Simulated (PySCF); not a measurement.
Ga2(mu-NH2)2(Me)4, C₄H₁₆Ga₂N₂, singlet at its GFN2-xTB optimised geometry (Å):

```
24

Ga     1.7344    -0.2953     1.9648
Ga    -0.4175     0.2934     0.0000
N     -0.3194    -0.2950     1.9646
H     -0.7439     0.3559     2.6248
H     -0.7437    -1.2020     2.1572
C      2.3171    -2.2337     1.9642
H      3.3784    -2.3417     1.7237
H      1.7481    -2.8007     1.2209
H      2.1601    -2.7090     2.9364
C      2.3176     1.3239     3.0300
H      3.3780     1.5487     2.8848
H      2.1646     1.1847     4.1039
H      1.7455     2.2053     2.7237
N      1.6361     0.2934     0.0000
H      2.0609     1.2001    -0.1932
H      2.0603    -0.3582    -0.6598
C     -1.0001    -1.3265    -1.0645
H     -0.8480    -1.1875    -2.1385
H     -2.0602    -1.5523    -0.9186
H     -0.4270    -2.2073    -0.7584
C     -1.0014     2.2314     0.0000
H     -0.8522     2.7042    -0.9747
H     -0.4270     2.8007     0.7374
H     -2.0609     2.3393     0.2485
```

Level of theory: PBE0/def2-SVP in PySCF 2.14.0. Cells within 0.4 Å of a nucleus heavier than hydrogen are left out (blank, or x).

Map of the electron localisation function on the plane z = 0.0 Å:

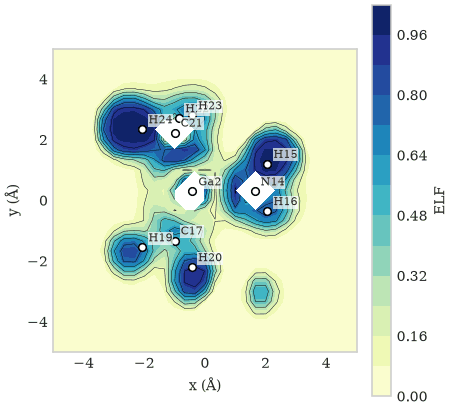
Figure. Electron localisation function on the plane z = 0.0 Å.
